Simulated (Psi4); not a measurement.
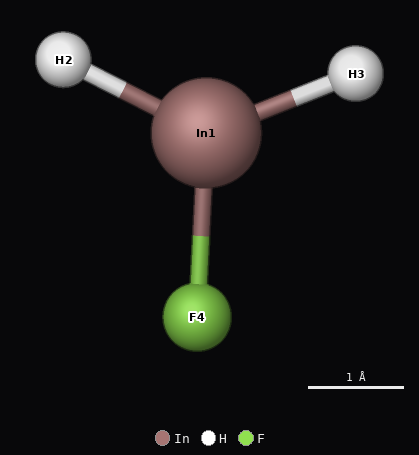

**Figure 1.** The input geometry (ball-and-stick view, seen on its broad side; atoms are numbered from 1 in the order of the input). Sticks mark near contacts.

## InH₂F: geometry relaxation

InH₂F, SMILES [H][In]([H])[F], computed with PBE0/def2-TZVP, RKS, core potentials def2 (Psi4 1.11).

The geometry comes from this level: GFN2-xTB.

### The program's output
```
gradient() will perform analytic gradient computation.

   => Loading Basis Set <=

    Name: DEF2-TZVP
    Role: ORBITAL
    Keyword: BASIS

    !!!  WARNING: ECP capability is in beta. Please check occupations closely.  !!!

         ---------------------------------------------------------
                                   SCF
                              RKS Reference
                        1 Threads,   1525 MiB Core
         ---------------------------------------------------------

  ==> Geometry <==

    Molecular point group: c1
    Full point group: C1

    Geometry (in Angstrom), charge = 0, multiplicity = 1:

       Center              X                  Y                   Z               Mass
    ------------   -----------------  -----------------  -----------------  -----------------
         IN           0.136296562313     0.227673334286    -0.000816053902   114.903878776000
         H            1.810230930084    -0.082719539965     0.014225344146     1.007825032230
         H           -0.927565304124     1.556455905698    -0.019375117696     1.007825032230
         F           -0.871156172692    -1.455165329780     0.005208744570    18.998403162730

  Running in c1 symmetry.

  Rotational constants: A =      3.28505  B =      0.26248  C =      0.24306 [cm^-1]
  Rotational constants: A =  98483.32609  B =   7868.80674  C =   7286.60761 [MHz]
  Nuclear repulsion =   67.375581200820264

  Charge       = 0
  Multiplicity = 1
  Electrons    = 32
  Nalpha       = 16
  Nbeta        = 16

  ==> Algorithm <==

  SCF Algorithm Type is DF.
  DIIS enabled.
  MOM disabled.
  Fractional occupation disabled.
  Guess Type is SAD.
  Energy threshold   = 1.00e-08
  Density threshold  = 1.00e-08
  Integral threshold = 1.00e-12

  ==> Primary Basis <==

  Basis Set: DEF2-TZVP
    Blend: DEF2-TZVP
    Number of shells: 35
    Number of basis functions: 93
    Number of Cartesian functions: 107
    Spherical Harmonics?: true
    Max angular momentum: 3

  Core potential: DEF2-TZVP
    Number of shells: 4
    Number of ECP primitives: 18
    Number of ECP core electrons: 28
    Max angular momentum: 3

  ==> DFT Potential <==

   => LibXC <=

    Version 7.1.2

   => Composite Functional: PBE0 <=

    PBE0 Hyb-GGA Exchange-Correlation Functional

    Deriv               =              1
    GGA                 =           TRUE
    Meta                =          FALSE

    Exchange Hybrid     =           TRUE
    MP2 Hybrid          =          FALSE

   => Exchange Functionals <=

    0.7500   Perdew, Burke & Ernzerhof

   => Exact (HF) Exchange <=

    0.2500               HF

   => Correlation Functionals <=

    1.0000   Perdew, Burke & Ernzerhof

   => LibXC Density Thresholds  <==

    XC_HYB_GGA_XC_PBEH:  1.00E-15

   => Molecular Quadrature <=

    Radial Scheme          =       TREUTLER
    Pruning Scheme         =           NONE
    Nuclear Scheme         =       TREUTLER

    Blocking Scheme        =         OCTREE
    BS radius alpha        =              1
    Pruning alpha          =              1
    Radial Points          =             75
    Spherical Points       =            302
    Total Points           =          87897
    Total Blocks           =            715
    Max Points             =            255
    Max Functions          =             93
    Weights Tolerance      =       1.00E-15

   => Loading Basis Set <=

    Name: (DEF2-TZVP AUX)
    Role: JKFIT
    Keyword: DF_BASIS_SCF

  ==> Integral Setup <==

  DFHelper Memory: AOs need 0.024 GiB; user supplied 0.930 GiB.
  SCF_SUBTYPE=INCORE selected. In-core MEM_DF algorithm will be used.
  Using in-core AOs.

  ==> MemDFJK: Density-Fitted J/K Matrices <==

    J tasked:                   Yes
    K tasked:                   Yes
    wK tasked:                   No
    Memory [MiB]:               951
    Algorithm:                 Core
    Schwarz Cutoff:           1E-12
    Mask sparsity (%):       0.6243
    Fitting Condition:        1E-10

   => Auxiliary Basis Set <=

  Basis Set: (DEF2-TZVP AUX)
    Blend: DEF2-UNIVERSAL-JKFIT
    Number of shells: 83
    Number of basis functions: 331
    Number of Cartesian functions: 442
    Spherical Harmonics?: true
    Max angular momentum: 5

  Cached 100.0% of DFT collocation blocks in 0.188 [GiB].

  Minimum eigenvalue in the overlap matrix is 2.7784347780E-03.
  Reciprocal condition number of the overlap matrix is 6.5375239918E-04.
    Using symmetric orthogonalization.

  ==> Pre-Iterations <==

  SCF Guess: Superposition of Atomic Densities via on-the-fly atomic UHF (no occupation information).

   -------------------------
    Irrep   Nso     Nmo
   -------------------------
     A         93      93
   -------------------------
    Total      93      93
   -------------------------

  ==> Iterations <==

                           Total Energy        Delta E     RMS |[F,P]|

   @DF-RKS iter SAD:  -289.97429738109429   -2.89974e+02   0.00000e+00
   @DF-RKS iter   1:  -290.96936940695582   -9.95072e-01   7.20611e-03 DIIS/ADIIS
   @DF-RKS iter   2:  -290.65591979334152    3.13450e-01   1.28788e-02 DIIS/ADIIS
   @DF-RKS iter   3:  -291.11572286805045   -4.59803e-01   2.31810e-03 DIIS/ADIIS
   @DF-RKS iter   4:  -291.13088395390787   -1.51611e-02   3.52873e-04 DIIS/ADIIS
   @DF-RKS iter   5:  -291.13115718419152   -2.73230e-04   9.67368e-05 DIIS
   @DF-RKS iter   6:  -291.13118703351404   -2.98493e-05   2.41104e-05 DIIS
   @DF-RKS iter   7:  -291.13118865646743   -1.62295e-06   2.89389e-06 DIIS
   @DF-RKS iter   8:  -291.13118868506285   -2.85954e-08   5.01176e-07 DIIS
   @DF-RKS iter   9:  -291.13118868607165   -1.00880e-09   8.13418e-08 DIIS
   @DF-RKS iter  10:  -291.13118868610138   -2.97291e-11   4.79798e-09 DIIS
  Energy and wave function converged.

  ==> Post-Iterations <==

   Electrons on quadrature grid:
      Ntotal   =   32.0000118932 ; deviation = 1.189e-05

    Orbital Energies [Eh]
    ---------------------

    Doubly Occupied:

       1A    -24.682747     2A     -4.734151     3A     -3.136609
       4A     -3.124374     5A     -3.123259     6A     -1.114995
       7A     -0.808094     8A     -0.801490     9A     -0.799814
      10A     -0.795498    11A     -0.793093    12A     -0.460245
      13A     -0.373142    14A     -0.364100    15A     -0.359855
      16A     -0.321263

    Virtual:

      17A     -0.067205    18A     -0.019933    19A      0.004869
      20A      0.056586    21A      0.084017    22A      0.102689
      23A      0.138416    24A      0.147982    25A      0.152676
      26A      0.197077    27A      0.216710    28A      0.251535
      29A      0.297611    30A      0.364089    31A      0.374109
      32A      0.515196    33A      0.526996    34A      0.548311
      35A      0.616640    36A      0.648151    37A      0.666712
      38A      0.675893    39A      0.676992    40A      0.794656
      41A      0.813802    42A      0.824126    43A      0.854534
      44A      0.895387    45A      0.938889    46A      0.950237
      47A      1.015121    48A      1.036194    49A      1.064702
      50A      1.186671    51A      1.644341    52A      1.680143
      53A      1.741227    54A      1.792010    55A      1.998134
      56A      2.016877    57A      2.022079    58A      2.086782
      59A      2.161178    60A      2.175963    61A      2.203148
      62A      2.207034    63A      2.221580    64A      2.260635
      65A      2.275436    66A      2.339736    67A      2.536737
      68A      2.615668    69A      2.707996    70A      2.779815
      71A      3.148867    72A      3.317360    73A      3.342728
      74A      3.632026    75A      4.023269    76A      6.957860
      77A      6.960736    78A      6.963826    79A      6.963943
      80A      6.965040    81A      6.976251    82A      6.980281
      83A      8.371462    84A      8.377236    85A      8.496273
      86A      8.532625    87A      8.766643    88A     37.820105
      89A     38.769299    90A     39.016911    91A     39.055556
      92A     56.950979    93A    125.207797

    Final Occupation by Irrep:
              A
    DOCC [    16 ]
    NA   [    16 ]
    NB   [    16 ]

  @DF-RKS Final Energy:  -291.13118868610138

   => Energetics <=

    Nuclear Repulsion Energy =             67.3755812008202639
    One-Electron Energy =                -610.5046348903467788
    Two-Electron Energy =                 273.2044476403733597
    DFT Exchange-Correlation Energy =     -21.2065826369482764
    Empirical Dispersion Energy =           0.0000000000000000
    VV10 Nonlocal Energy =                  0.0000000000000000
    Total Energy =                       -291.1311886861013818

Computation Completed

Properties will be evaluated at   0.000000,   0.000000,   0.000000 [a0]

Properties computed using the SCF density matrix

 Multipole Moments:

 ------------------------------------------------------------------------------------
     Multipole            Electronic (a.u.)      Nuclear  (a.u.)        Total (a.u.)
 ------------------------------------------------------------------------------------

 L = 1.  Multiply by 2.5417464519 to convert [e a0] to [Debye]
 Dipole X            :          8.3598879           -7.7393962            0.6204916
 Dipole Y            :         13.9657133          -12.9287721            1.0369411
 Dipole Z            :         -0.0502421            0.0464718           -0.0037703
 Magnitude           :                                                    1.2084167

 ------------------------------------------------------------------------------------

	total time  =          4 seconds =       0.07 minutes

         ------------------------------------------------------------
                                   SCF GRAD
         ------------------------------------------------------------

  ==> Geometry <==

    Molecular point group: c1
    Full point group: C1

    Geometry (in Angstrom), charge = 0, multiplicity = 1:

       Center              X                  Y                   Z               Mass
    ------------   -----------------  -----------------  -----------------  -----------------
         IN           0.136296562313     0.227673334286    -0.000816053902   114.903878776000
         H            1.810230930084    -0.082719539965     0.014225344146     1.007825032230
         H           -0.927565304124     1.556455905698    -0.019375117696     1.007825032230
         F           -0.871156172692    -1.455165329780     0.005208744570    18.998403162730

  Nuclear repulsion =   67.375581200820264

  ==> Basis Set <==

  Basis Set: DEF2-TZVP
    Blend: DEF2-TZVP
    Number of shells: 35
    Number of basis functions: 93
    Number of Cartesian functions: 107
    Spherical Harmonics?: true
    Max angular momentum: 3

  Core potential: DEF2-TZVP
    Number of shells: 4
    Number of ECP primitives: 18
    Number of ECP core electrons: 28
    Max angular momentum: 3

  ==> DFJKGrad: Density-Fitted SCF Gradients <==

    Gradient:                    1
    J tasked:                  Yes
    K tasked:                  Yes
    wK tasked:                  No
    Integrals threads:           1
    Memory [MiB]:             1144
    Schwarz Cutoff:          1E-12
    Fitting Condition:       1E-10

   => Auxiliary Basis Set <=

  Basis Set: (DEF2-TZVP AUX)
    Blend: DEF2-UNIVERSAL-JKFIT
    Number of shells: 83
    Number of basis functions: 331
    Number of Cartesian functions: 442
    Spherical Harmonics?: true
    Max angular momentum: 5

  ==> DFT Potential <==

   => LibXC <=

    Version 7.1.2

   => Composite Functional: PBE0 <=

    PBE0 Hyb-GGA Exchange-Correlation Functional

    Deriv               =              1
    GGA                 =           TRUE
    Meta                =          FALSE

    Exchange Hybrid     =           TRUE
    MP2 Hybrid          =          FALSE

   => Exchange Functionals <=

    0.7500   Perdew, Burke & Ernzerhof

   => Exact (HF) Exchange <=

    0.2500               HF

   => Correlation Functionals <=

    1.0000   Perdew, Burke & Ernzerhof

   => LibXC Density Thresholds  <==

    XC_HYB_GGA_XC_PBEH:  1.00E-15

   => Molecular Quadrature <=

    Radial Scheme          =       TREUTLER
    Pruning Scheme         =           NONE
    Nuclear Scheme         =       TREUTLER

    Blocking Scheme        =         OCTREE
    BS radius alpha        =              1
    Pruning alpha          =              1
    Radial Points          =             75
    Spherical Points       =            302
    Total Points           =          87897
    Total Blocks           =            715
    Max Points             =            255
    Max Functions          =             93
    Weights Tolerance      =       1.00E-15

  -Total Gradient:
     Atom            X                  Y                   Z
    ------   -----------------  -----------------  -----------------
       1       -0.000041691152     0.000044400668    -0.000004226736
       2       -0.000007816069     0.000010666724     0.000001227127
       3        0.000052061100    -0.000046436320     0.000002131056
       4       -0.000012316235    -0.000024894871     0.000000946239

	total time  =          1 seconds =       0.02 minutes
```

### Standard output
```
Step[ FC]     Time          Energy          fmax
BFGSLineSearch:    0[  0] 17:51:52    -7922.061857       0.2952
BFGSLineSearch:    1[  2] 17:52:11    -7922.068271       0.2667
BFGSLineSearch:    2[  3] 17:52:19    -7922.073252       0.2454
BFGSLineSearch:    3[  5] 17:52:36    -7922.082265       0.0964
BFGSLineSearch:    4[  6] 17:52:49    -7922.082786       0.1312
BFGSLineSearch:    5[  8] 17:53:05    -7922.083118       0.0260
BFGSLineSearch:    6[  9] 17:53:13    -7922.083159       0.0036
converged: True
In     0.099439     0.166261    -0.000629
H      1.773373    -0.144132     0.014412
H     -0.964423     1.495044    -0.019188
F     -0.908014    -1.516578     0.005396
```

### Trajectory as extended XYZ (Å, eV, eV/Å), 10 frames, from step=0 to step=9
```
4
Properties=species:S:1:pos:R:3:forces:R:3 step=0 energy=-7922.06192
In    0.0692    0.1173   -0.0002    0.1682   0.2425  -0.0018
H     1.7512   -0.0738    0.0136    0.1925  -0.1664   0.0032
H    -0.8914    1.5093   -0.0189   -0.2500   0.1058  -0.0023
F    -0.9289   -1.5529    0.0055   -0.1108  -0.1820   0.0009
4
Properties=species:S:1:pos:R:3:forces:R:3 step=1 energy=-7922.06127
In    0.0734    0.1237   -0.0002   -0.3200  -0.4417   0.0005
H     1.7578   -0.1083    0.0140    0.0484  -0.1195   0.0016
H    -0.9291    1.5020   -0.0189   -0.0977  -0.0561   0.0000
F    -0.9526   -1.5890    0.0057    0.3704   0.6190  -0.0020
4
Properties=species:S:1:pos:R:3:forces:R:3 step=2 energy=-7922.06833
In    0.0712    0.1204   -0.0002   -0.0810  -0.1107  -0.0006
H     1.7544   -0.0904    0.0138    0.1238  -0.1449   0.0024
H    -0.9095    1.5058   -0.0189   -0.1781   0.0273  -0.0012
F    -0.9403   -1.5702    0.0056    0.1360   0.2294  -0.0006
4
Properties=species:S:1:pos:R:3:forces:R:3 step=3 energy=-7922.07332
In    0.0705    0.1193   -0.0002    0.1221   0.2129  -0.0009
H     1.7755   -0.1186    0.0144   -0.2018  -0.0508  -0.0010
H    -0.9441    1.5105   -0.0190    0.0534  -0.2076   0.0021
F    -0.9356   -1.5623    0.0057    0.0268   0.0463  -0.0001
4
Properties=species:S:1:pos:R:3:forces:R:3 step=4 energy=-7922.07996
In    0.0709    0.1200   -0.0003    0.0614   0.0632   0.0002
H     1.7615   -0.1445    0.0146   -0.0901  -0.0398  -0.0004
H    -0.9589    1.4845   -0.0188   -0.0057  -0.0828   0.0005
F    -0.9362   -1.5640    0.0058    0.0350   0.0603  -0.0003
4
Properties=species:S:1:pos:R:3:forces:R:3 step=5 energy=-7922.08233
In    0.0712    0.1208   -0.0003    0.0012  -0.0964   0.0014
H     1.7462   -0.1729    0.0148    0.0309  -0.0305   0.0003
H    -0.9752    1.4560   -0.0186   -0.0748   0.0534  -0.0012
F    -0.9367   -1.5659    0.0059    0.0433   0.0745  -0.0004
4
Properties=species:S:1:pos:R:3:forces:R:3 step=6 energy=-7922.08285
In    0.0719    0.1202   -0.0003   -0.1178   0.0578  -0.0008
H     1.7404   -0.1873    0.0148    0.0750  -0.0166   0.0005
H    -0.9957    1.4524   -0.0188    0.0370  -0.0470   0.0004
F    -0.9390   -1.5610    0.0058    0.0063   0.0066  -0.0001
4
Properties=species:S:1:pos:R:3:forces:R:3 step=7 energy=-7922.08285
In    0.0709    0.1206   -0.0003    0.0939  -0.0167   0.0011
H     1.7494   -0.1996    0.0149   -0.0800   0.0274  -0.0009
H    -0.9979    1.4443   -0.0188    0.0023   0.0137  -0.0002
F    -0.9338   -1.5625    0.0058   -0.0158  -0.0237   0.0000
4
Properties=species:S:1:pos:R:3:forces:R:3 step=8 energy=-7922.08318
In    0.0714    0.1204   -0.0003   -0.0114   0.0209   0.0001
H     1.7449   -0.1934    0.0149   -0.0032   0.0053  -0.0002
H    -0.9968    1.4483   -0.0188    0.0199  -0.0168   0.0001
F    -0.9364   -1.5617    0.0058   -0.0048  -0.0085  -0.0001
4
Properties=species:S:1:pos:R:3:forces:R:3 step=9 energy=-7922.08322
In    0.0713    0.1204   -0.0003    0.0021  -0.0023   0.0002
H     1.7452   -0.1899    0.0148    0.0004  -0.0006  -0.0001
H    -0.9926    1.4492   -0.0188   -0.0027   0.0024  -0.0001
F    -0.9361   -1.5624    0.0058    0.0006   0.0013  -0.0001
```

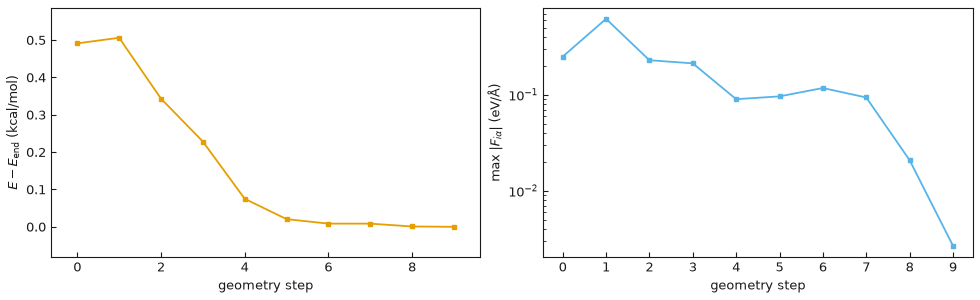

**Figure 2.** Progress of the relaxation, step by step (steps are counted from 0).

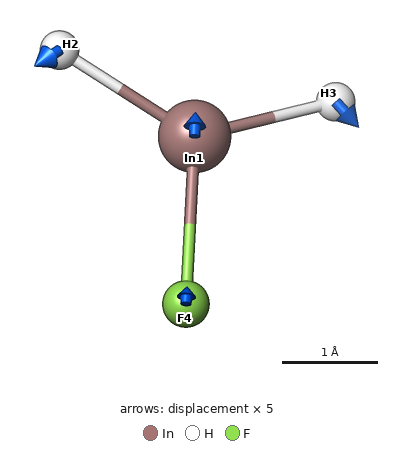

**Figure 3.** The starting structure with the displacements as blue arrows, magnified 5 times (ball-and-stick view, seen at a tilt). The two geometries are laid on each other by the best rigid fit. After 9 geometry steps the energy has fallen by 0.49 kcal/mol. Largest force component: 0.25 eV/Å at the start, 0.0027 eV/Å at the end. The atom that moves furthest after the best rigid fit is H3 (0.075 Å). Largest moves by element: H 0.075 Å, In 0.057 Å, F 0.042 Å. Distances before and after: In1–F4 1.946 → 1.961 Å, In1–H2 1.693 → 1.703 Å. Among the angles that change: H2–In1–H3 131.1° → 139.2°, H3–In1–F4 114.5° → 110.4°, H2–In1–F4 114.4° → 110.4°. (Atoms are counted from 1 in the order of the input.)

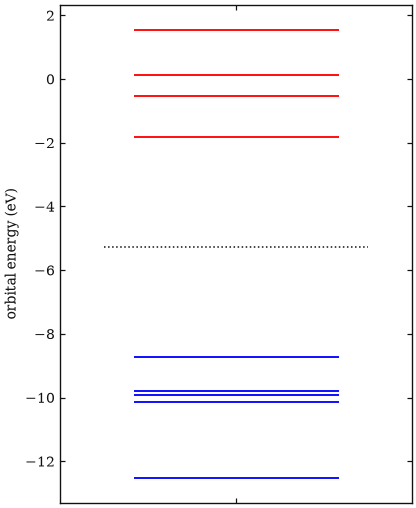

**Figure 4.** Orbital energies near the frontier; the dotted line parts filled from empty levels, and levels within 0.02 eV of each other stand side by side. Highest filled −8.74 eV, lowest empty −1.83 eV, 6.91 eV apart.

The run was set up as follows.

### The input (run.py)
```python
import numpy as np
from ase.calculators.psi4 import Psi4
from ase.io import read
from ase.optimize import BFGSLineSearch

a = read('fh2in.xyz')
calc = Psi4(atoms=a, method='pbe0', basis='def2-TZVP', memory='1600MB', num_threads=1, charge=0, multiplicity=1, label='calc')
a.calc = calc

opt = BFGSLineSearch(a)
done = opt.run(fmax=0.01, steps=40)
print('converged:', done)
for s, p in zip(a.symbols, a.positions):
    print(f'{s:2s} {p[0]:12.6f} {p[1]:12.6f} {p[2]:12.6f}')
```

### File fh2in.xyz
```
4
FH2In
In     0.069180     0.117330    -0.000190
H      1.751200    -0.073770     0.013580
H     -0.891440     1.509340    -0.018860
F     -0.928940    -1.552910     0.005460
```

Launch command:
```bash
python run.py
```

### Key numbers

| quantity | value |
| --- | --- |
| outcome | converged |
| total energy | −291.131189 hartree |
| basis functions | 93 |
| HOMO | −8.74 eV |
| LUMO | −1.83 eV |
| dipole moment | 3.07 D |
| hardware | 1 thread of Intel Xeon (Sapphire Rapids), 64 GiB of memory available, shared host |
| wall time | 92 s |
| peak memory | 0.7 GiB |
